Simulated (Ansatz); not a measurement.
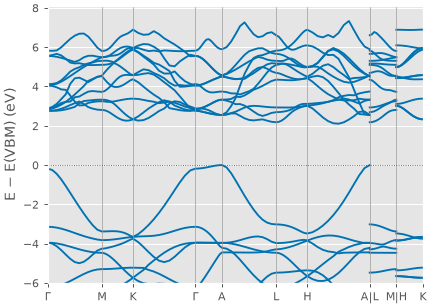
Band structure from the program Ansatz at the r²SCAN level (PAW)

Read off the gap and where the band edges lie.

About 2.1 eV (2.10 eV by a search for the band edges); maximum at A, minimum on the H–A line, 48 % of the way from H.

The material is Ca2H3Br in space group P-3m1 (No. 164; Ca on 2d, H on 2d, H on 1a, Br on 1b).

The first step of the workflow began from a Materials Project structure, measured or hypothetical; the Crystallography Open Database copy checked does not list it. Its standing as an ambient phase is unchecked. Symmetry was held in the r²SCAN relaxation; whether a distortion lowers the energy is not shown. Spin–orbit coupling is left out wherever it is not named.

Potentials: the later of the program's two PAW sets.
